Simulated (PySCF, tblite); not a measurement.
**3-methoxypyridine: a rotation path, then NMR shifts on frames**

Aim: move 3-methoxypyridine (`COc1cccnc1`) away from its starting geometry and see how NMR shifts follow the geometry.

The runs use tblite 0.8.0 and PySCF 2.14.0, with density-fitted response routines of our own; the level of theory stands in each step. All values are computed, except where a source is named. Atoms are numbered from 0 throughout.

### Step 1. The molecule as given

15 atoms, charge 0, multiplicity 1; geometry from: GFN2-xTB.

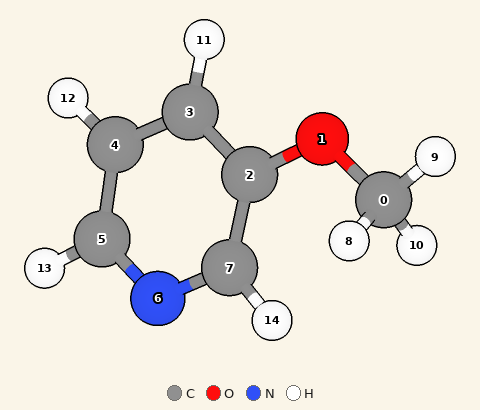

As it starts; carbon grey, oxygen red, nitrogen blue, hydrogen white, atoms numbered.

### Step 2. A band between two rotamers with GFN2-xTB

What the job is given:

```
{"job": {"kind": "neb", "xc": "GFN2-xTB", "basis": "xTB", "atoms": [3, 2, 1, 0], "turn": 180}, "charge": 0, "multiplicity": 1}
C      2.564857    -0.207023    -0.148211
O      1.526804     0.744610    -0.123780
C      0.246352     0.302219    -0.028582
C     -0.755402     1.276191    -0.004188
C     -2.073589     0.880063     0.091503
C     -2.353619    -0.478907     0.157166
N     -1.414120    -1.404463     0.135073
C     -0.149042    -1.032826     0.046708
H      2.584435    -0.803698     0.769129
H      3.486726     0.367477    -0.224628
H      2.479293    -0.872367    -1.013022
H     -0.473745     2.316401    -0.060433
H     -2.868032     1.609735     0.115097
H     -3.368956    -0.843610     0.230215
H      0.563625    -1.845812     0.036040
```

Level: GFN2-xTB climbing-image nudged elastic band, gas phase.

The run is started by

```bash
$ OMP_NUM_THREADS=1 python probes_run.py task.json out
```

This one command runs all jobs of the session in turn.

The log of the run:

```text
image   E - E0 / eV
  0       0.0000
  1       0.0484
  2       0.1370
  3       0.2067
  4       0.2295
  5       0.1934
  6       0.1297
  7       0.0511
  8       0.0128
```

Wall time 8.1 s (1 thread, shared host).

The final band, with the dihedral C3–C2–O1–C0:

```csv
image,dihedral (°),energy (eV),energy (kcal/mol)
0,180,0.000,0.0
1,202,0.048,1.1
2,224,0.137,3.2
3,248,0.207,4.8
4,273,0.230,5.3
5,299,0.193,4.5
6,322,0.130,3.0
7,342,0.051,1.2
8,360,0.013,0.3
```

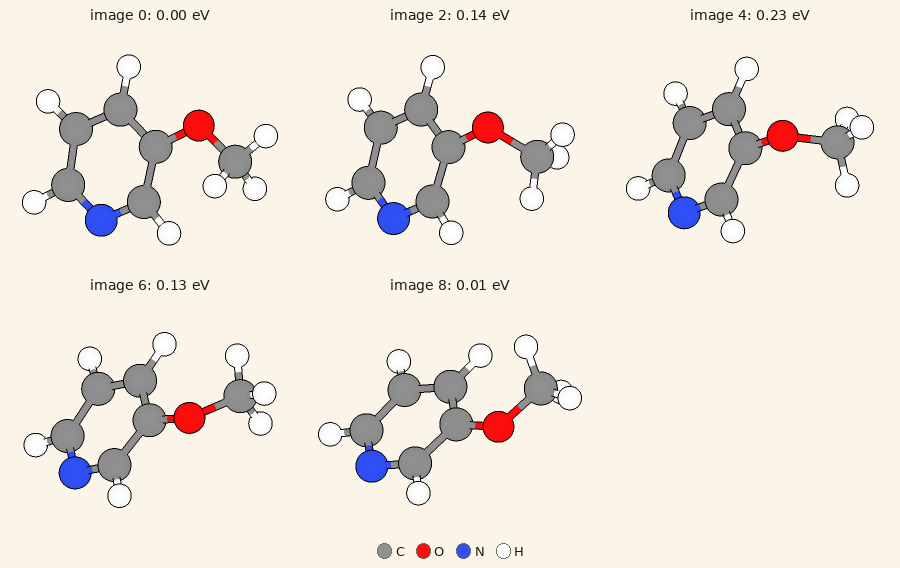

Images along the band.

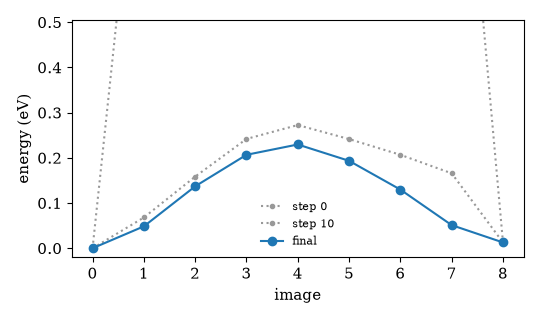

Energy along the band, early and final.

### Step 3. Shielding tensors: image 0, PBE0/pcSseg-1

What the job is given:

```
{"job": {"kind": "nmr", "xc": "PBE0", "basis": "pcSseg-1", "pop": false}, "charge": 0, "multiplicity": 1}
C      2.564900    -0.207000    -0.148200
O      1.526800     0.744600    -0.123800
C      0.246400     0.302200    -0.028600
C     -0.755400     1.276200    -0.004200
C     -2.073600     0.880100     0.091500
C     -2.353600    -0.478900     0.157200
N     -1.414100    -1.404500     0.135100
C     -0.149000    -1.032800     0.046700
H      2.584400    -0.803700     0.769100
H      3.486700     0.367500    -0.224600
H      2.479300    -0.872400    -1.013000
H     -0.473700     2.316400    -0.060400
H     -2.868000     1.609700     0.115100
H     -3.369000    -0.843600     0.230200
H      0.563600    -1.845800     0.036000
```

Method: GIAO PBE0/pcSseg-1 NMR shielding, non-relativistic, gas phase.

The log of the run:

```text
coarse grid: 13008 points
cycle   1  E = -362.2328240487  dE =  1.457e+00  |g| = 5.122e-01  |ddm| = 3.674e+00
cycle   2  E = -362.1948905017  dE =  3.793e-02  |g| = 7.028e-01  |ddm| = 1.138e+00
cycle   3  E = -362.2847088730  dE = -8.982e-02  |g| = 9.307e-02  |ddm| = 6.295e-01
cycle   4  E = -362.2863255110  dE = -1.617e-03  |g| = 3.196e-02  |ddm| = 8.767e-02
cycle   5  E = -362.2865552486  dE = -2.297e-04  |g| = 7.690e-03  |ddm| = 3.307e-02
cycle   6  E = -362.2865657615  dE = -1.051e-05  |g| = 4.268e-03  |ddm| = 1.079e-02
cycle   7  E = -362.2865701437  dE = -4.382e-06  |g| = 1.059e-03  |ddm| = 4.627e-03
final grid: 127056 points
cycle   8  E = -362.3425835677  dE = -3.423e-05  |g| = 1.224e-02  |ddm| = 3.839e-02
cycle   9  E = -362.3425448228  dE =  3.874e-05  |g| = 1.896e-02  |ddm| = 2.324e-02
cycle  10  E = -362.3426120580  dE = -6.724e-05  |g| = 2.138e-03  |ddm| = 1.543e-02
cycle  11  E = -362.3426131919  dE = -1.134e-06  |g| = 4.218e-04  |ddm| = 2.433e-03
cycle  12  E = -362.3426132276  dE = -3.565e-08  |g| = 1.943e-04  |ddm| = 5.535e-04
cycle  13  E = -362.3426132364  dE = -8.775e-09  |g| = 3.374e-05  |ddm| = 1.934e-04
cycle  14  E = -362.3426132366  dE = -1.911e-10  |g| = 1.452e-05  |ddm| = 3.134e-05
converged SCF energy = -362.3426132366

GIAO shielding tensors (ppm)
atom      isotropic    diamagn.    paramagn.     s11        s22        s33       span
  0 C      130.627     245.234    -114.607    102.169    111.358    178.354     76.185
  1 O      238.641     397.495    -158.854    151.484    273.499    290.940    139.456
  2 C       25.023     257.427    -232.404    -59.816     13.295    121.589    181.405
  3 C       56.325     252.061    -195.735    -36.744     36.669    169.051    205.795
  4 C       58.128     257.512    -199.384    -54.290     54.383    174.291    228.581
  5 C       39.029     251.212    -212.184    -67.776     36.004    148.859    216.635
  6 N      -96.208     330.708    -426.916   -419.406   -175.648    306.431    725.837
  7 C       51.188     254.144    -202.956    -37.724     40.649    150.639    188.363
  8 H       27.856      29.497      -1.641     24.677     25.356     33.534      8.857
  9 H       27.406      27.853      -0.447     23.055     26.122     33.042      9.986
 10 H       27.851      29.486      -1.634     24.672     25.348     33.534      8.862
 11 H       24.221      31.791      -7.569     20.552     23.739     28.373      7.822
 12 H       24.343      30.491      -6.149     21.545     23.848     27.635      6.091
 13 H       23.141      28.995      -5.854     19.293     23.442     26.687      7.394
 14 H       23.336      32.376      -9.040     18.609     22.493     28.906     10.297
```

It took 57 s on 1 thread, shared host.

The references, computed at this level on geometries of the same kind, shield at (ppm): ¹H TMS 31.72, ¹³C TMS 186.9, ¹⁵N NH3 267.7, ¹⁷O H2O 336.1. Their shielding less the atom's gives the shift. The references are single molecules in the gas phase, so shifts against H2O, NH3, PH3, H3PO4 or CFCl3 are not on the usual liquid scales and can be off by tens of ppm. Each atom is listed at this fixed geometry, with no averaging over motion; a spectrum would average atoms that exchange fast.

```csv
atoms,environment,σ (ppm),δ (ppm)
C2,aromatic carbon bearing oxygen,25.0,161.9
C5,aromatic CH next to a ring nitrogen,39.0,147.9
C7,aromatic CH next to a ring nitrogen,51.2,135.7
C3,aromatic CH,56.3,130.6
C4,aromatic CH,58.1,128.8
C0,methyl carbon bonded to O,130.6,56.3
H13,hydrogen on an aromatic CH next to a ring nitrogen,23.14,8.58
H14,hydrogen on an aromatic CH next to a ring nitrogen,23.34,8.38
H11,hydrogen on an aromatic CH,24.22,7.50
H12,hydrogen on an aromatic CH,24.34,7.37
H9,hydrogen on a methyl carbon bonded to O,27.41,4.31
H10,hydrogen on a methyl carbon bonded to O,27.85,3.87
H8,hydrogen on a methyl carbon bonded to O,27.86,3.86
O1,ether oxygen,238.6,97.4
N6,pyridine-type ring nitrogen,-96.2,363.9
```

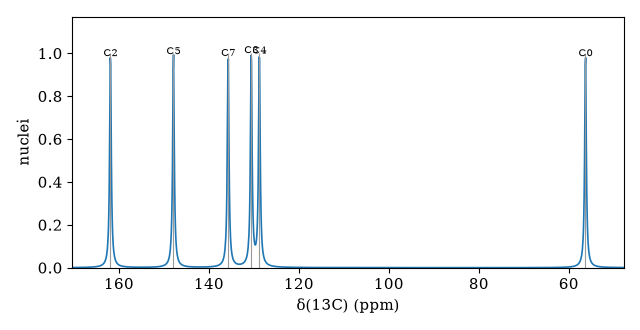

¹³C lines at the computed shifts, without couplings. Lines are broadened to a width of 0.42 ppm (Lorentzian).

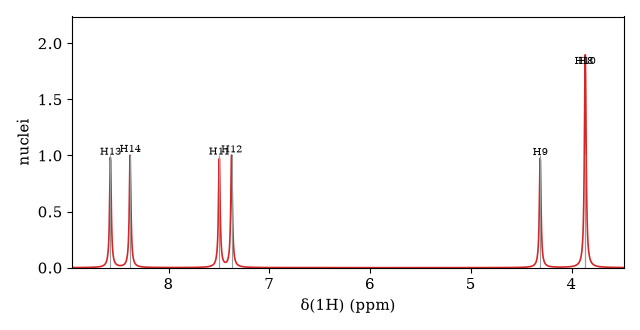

¹H lines at the computed shifts, without couplings. Lines are broadened to a width of 0.02 ppm (Lorentzian).

Ring of atoms C2, C3, C4, C5, N6, C7: NICS(0) -8.5, NICS(1) -11.2, NICS(1)zz -28.0 ppm (means of both faces).

### Step 4. Shielding tensors: image 2, PBE0/pcSseg-1

What the job is given:

```
{"job": {"kind": "nmr", "xc": "PBE0", "basis": "pcSseg-1", "pop": false}, "charge": 0, "multiplicity": 1}
C      2.532800    -0.140100    -0.313000
O      1.565000     0.643400     0.349700
C      0.261200     0.238600     0.260300
C     -0.697800     1.220200     0.013200
C     -2.027000     0.854800    -0.072100
C     -2.355800    -0.481100     0.108800
N     -1.456000    -1.414400     0.362500
C     -0.183400    -1.071400     0.434400
H      2.570800    -1.169700     0.049700
H      3.487500     0.346400    -0.120400
H      2.339500    -0.147300    -1.391500
H     -0.375200     2.242100    -0.116900
H     -2.786400     1.591900    -0.283400
H     -3.379200    -0.823500     0.045700
H      0.499600    -1.882000     0.651100
```

Method: GIAO PBE0/pcSseg-1 NMR shielding, non-relativistic, gas phase.

The log of the run:

```text
coarse grid: 13008 points
cycle   1  E = -362.2268941027  dE =  1.445e+00  |g| = 5.227e-01  |ddm| = 3.666e+00
cycle   2  E = -362.1876423307  dE =  3.925e-02  |g| = 7.162e-01  |ddm| = 1.151e+00
cycle   3  E = -362.2805388191  dE = -9.290e-02  |g| = 8.955e-02  |ddm| = 6.550e-01
cycle   4  E = -362.2820182850  dE = -1.479e-03  |g| = 3.197e-02  |ddm| = 8.777e-02
cycle   5  E = -362.2822437091  dE = -2.254e-04  |g| = 9.780e-03  |ddm| = 3.604e-02
cycle   6  E = -362.2822623519  dE = -1.864e-05  |g| = 5.081e-03  |ddm| = 1.404e-02
cycle   7  E = -362.2822685301  dE = -6.178e-06  |g| = 1.016e-03  |ddm| = 5.283e-03
final grid: 127056 points
cycle   8  E = -362.3384462936  dE = -2.843e-05  |g| = 1.179e-02  |ddm| = 3.715e-02
cycle   9  E = -362.3384148432  dE =  3.145e-05  |g| = 1.770e-02  |ddm| = 2.250e-02
cycle  10  E = -362.3384729902  dE = -5.815e-05  |g| = 1.893e-03  |ddm| = 1.434e-02
cycle  11  E = -362.3384738518  dE = -8.616e-07  |g| = 4.058e-04  |ddm| = 2.179e-03
cycle  12  E = -362.3384738860  dE = -3.424e-08  |g| = 1.778e-04  |ddm| = 5.376e-04
cycle  13  E = -362.3384738935  dE = -7.460e-09  |g| = 3.057e-05  |ddm| = 1.792e-04
cycle  14  E = -362.3384738936  dE = -1.588e-10  |g| = 1.310e-05  |ddm| = 2.929e-05
converged SCF energy = -362.3384738936

GIAO shielding tensors (ppm)
atom      isotropic    diamagn.    paramagn.     s11        s22        s33       span
  0 C      127.184     244.899    -117.715     97.906    101.739    181.907     84.001
  1 O      258.801     398.865    -140.064    180.784    272.239    323.380    142.596
  2 C       22.560     256.905    -234.346    -67.151     15.287    119.543    186.695
  3 C       52.790     252.549    -199.758    -43.059     34.334    167.096    210.155
  4 C       58.085     258.053    -199.968    -53.366     54.057    173.564    226.929
  5 C       37.947     251.288    -213.341    -67.408     32.197    149.052    216.460
  6 N      -95.077     330.789    -425.866   -415.963   -174.584    305.316    721.279
  7 C       43.448     253.037    -209.588    -53.282     33.077    150.550    203.832
  8 H       27.333      29.656      -2.323     22.765     26.341     32.892     10.127
  9 H       27.521      28.084      -0.562     23.718     25.603     33.243      9.525
 10 H       28.069      29.718      -1.649     24.304     26.080     33.822      9.519
 11 H       24.177      32.110      -7.934     20.837     23.432     28.261      7.423
 12 H       24.352      30.613      -6.261     21.586     23.836     27.634      6.047
 13 H       23.124      28.981      -5.856     19.341     23.346     26.686      7.345
 14 H       22.905      31.672      -8.767     18.166     21.953     28.595     10.429
```

It took 55 s on 1 thread, shared host.

Key values: δ C2 164.4, C5 149.0, C7 143.5, C3 134.1, H14 8.81, H13 8.59 ppm.

[end of part 1 of 2]
